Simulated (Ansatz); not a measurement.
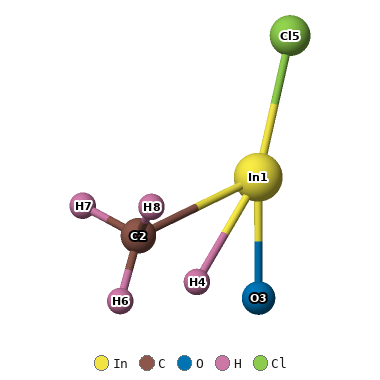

The system is the reacting system CH4ClInO (fragments CH₄ClInO where the first distance is long, ClInO + CH₄ where the second is long); the picture shows the reference structure. The first coordinate is: distance C2–H4 (bond that forms); the second: distance In1–C2 (bond that breaks). Relaxed at each point: all other coordinates. The scan uses an 11 × 11 grid. Points are written as (first, second). Energies are in kJ/mol, from the lowest grid point. Energies and slopes of some neighbouring points disagree (a jump in structure or state, or too coarse a mesh). The reference is spin-restricted, so regions where a bond is pulled apart into radicals lie too high. All numbers below come from RHF/def2-SVP (Ansatz).

Its coordinates:

```xyz
8

In   -0.9839   -0.2062   -1.1686
C     0.5856    0.2667    0.7706
O     0.0616   -1.7777   -0.8144
H     0.4715   -0.9324    0.0461
Cl   -2.4977    1.3015   -2.0604
H     1.3607   -0.3596    1.2290
H    -0.0969    0.5422    1.5785
H     1.0989    1.1655    0.4192
```

Range: distance C2–H4 (bond that forms) from 0.963 to 2.763 Å; distance In1–C2 (bond that breaks) from 1.962 to 3.762 Å.

Predict the map.

The lowest grid point is at (2.763 Å, 2.203 Å). It lies at the edge of the scanned range, so the true minimum may lie outside. The highest grid point, (0.963 Å, 1.962 Å), lies 527 kJ/mol above the lowest.

```csv
"second ↓, first →",0.963,1.064,1.204,1.363,1.536,1.720,1.914,2.116,2.325,2.541,2.763
3.762,261,226,244,305,387,471,420,399,382,368,356
3.540,262,227,244,306,387,418,387,362,343,327,314
3.324,264,229,246,307,389,383,346,319,298,281,267
3.115,267,232,249,311,394,340,300,271,248,231,216
2.913,273,238,256,319,349,292,250,219,196,178,163
2.719,284,250,268,383,305,244,200,167,143,125,109
2.535,304,270,305,350,263,199,153,120,95,76,60
2.362,336,302,345,323,232,165,117,82,57,37,21
2.203,385,351,435,312,217,148,98,62,36,16,0
2.063,454,421,454,326,228,156,104,68,41,20,4
1.962,527,493,490,358,257,184,131,94,66,45,29
```

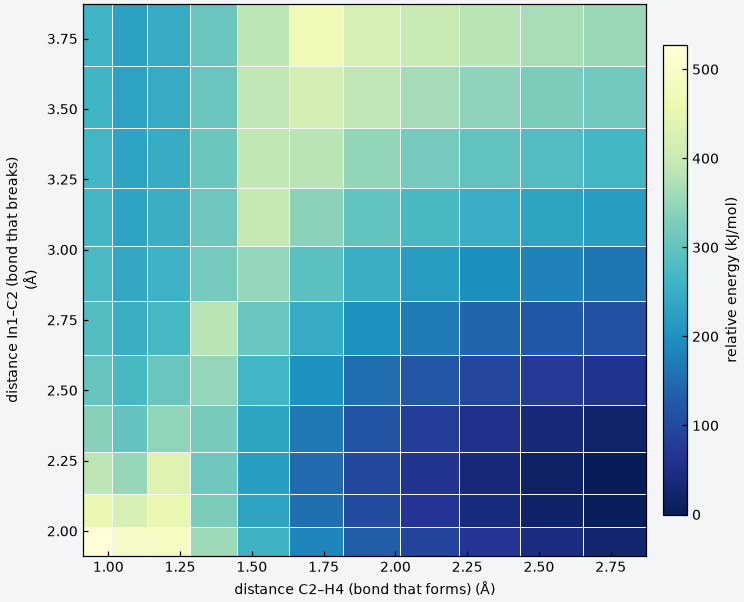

The picture shows one coloured cell a grid point.

Each point was launched as `ansatz run input.yaml --threads 1 --pin off --max-ram 2560MiB --backend cpu --events-out ev --progress --plain --runs-dir out`. The whole map (121 points run) took 35 min on 1 thread of Arm Neoverse V1, on a shared host.
